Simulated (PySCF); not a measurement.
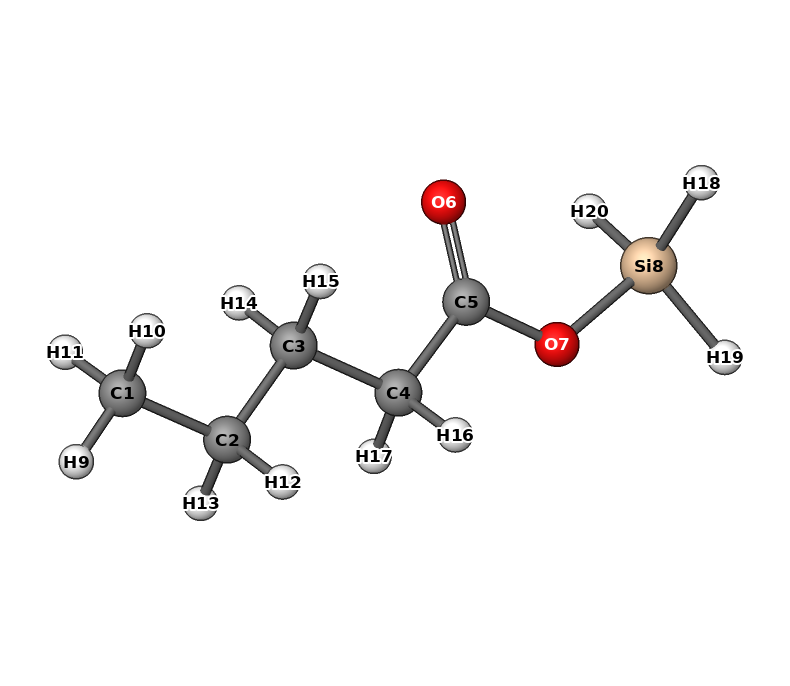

The questions are on isotropic NMR shieldings of the C atoms. Computed geometry: GFN2-xTB optimisation. No frequency run is at hand to confirm it as a minimum. Level of theory: GIAO PBE0/pcSseg-1 NMR shielding, non-relativistic, gas phase (PySCF 2.14.0).

Give the isotropic NMR shieldings of the C atoms atom by atom.

| atom | σ (ppm) |
| --- | --- |
| C1 | 169.9 |
| C2 | 159.7 |
| C3 | 155.7 |
| C4 | 147.1 |
| C5 | 6.8 |

The geometry is semi-empirical. Around Si such bond lengths and angles can be off by a tenth of an ångström or more and by several degrees, and values that hang on the shape move with them.
